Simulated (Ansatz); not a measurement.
Starting cell, TiO2 (anatase):

```yaml
crystal:
  lattice:
    - [-1.88489, 1.88489, 4.77588]
    - [1.88489, -1.88489, 4.77588]
    - [1.88489, 1.88489, -4.77588]
  atoms:
    - { symbol: Ti, position: [0.50000, 0.50000, 0.00000] }
    - { symbol: Ti, position: [0.25000, 0.75000, 0.50000] }
    - { symbol: O, position: [0.29247, 0.29247, 0.00000] }
    - { symbol: O, position: [0.04247, 0.54247, 0.50000] }
    - { symbol: O, position: [0.45753, 0.95753, 0.50000] }
    - { symbol: O, position: [0.70753, 0.70753, 0.00000] }
```

In each cell atom 6 (O, nearest neighbour Ti at 1.928 Å; its periodic images, 3.8 Å or more away, move with it) moves by s·(0.577, 0.577, 0.577) (along Cartesian [111]), the rest being held.

Level of theory: PBEsol (plane waves to 420 eV, PAW, scalar-relativistic; Ansatz, a first-principles code). k mesh 10×10×10 (Γ-centred), Fermi-Dirac smearing 0.05 eV. E stands for the smeared free energy. TiO2 is run without spin polarisation. TiO2 was relaxed with its symmetry unable to fall. The zero of ΔE is the undisplaced structure.

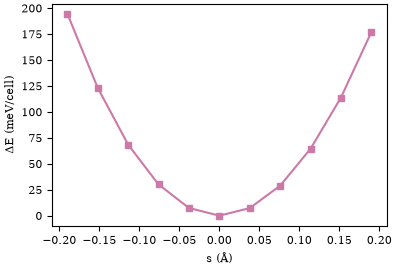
Fig. 1. ΔE (meV/cell) against s (Å); one marker a computed point.

Problem. Is the energy the same for displacements of ±0.190 Å, and if not, which side lies higher?

Solution. Not even: the negative side lies higher at ±0.190 Å.

Problem. What is the energy change at s = 0.190 Å?

Solution. About 180 meV/cell.

(For displaced atoms, the force is minus the slope of the energy, and its curvature is a force constant, which sets phonon frequencies.)
